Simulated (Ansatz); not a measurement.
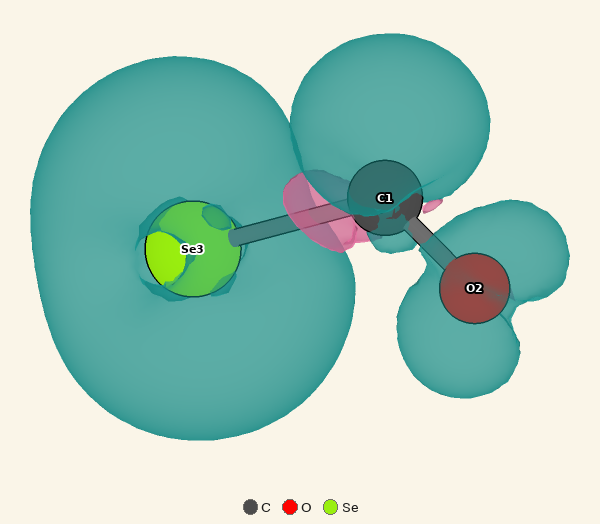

*COSe (SMILES O=C=[Se]) (triplet). Isosurfaces of the spin density (α minus β) at +0.03 (teal) and −0.03 e/Å³ (pink), seen at a tilt.*

Geometry: PBE0-D3(BJ)/def2-SVP.

Computed with isolated molecule in a Gaussian basis; Kohn-Sham density functional theory, functional PBE0 (Ansatz).

Where is the unpaired spin?

The unpaired spin (2 electrons) lies mostly on Se3 (about 1.3), C1 (about 0.4) and O2 (about 0.2), in electrons by Hirshfeld's partition.
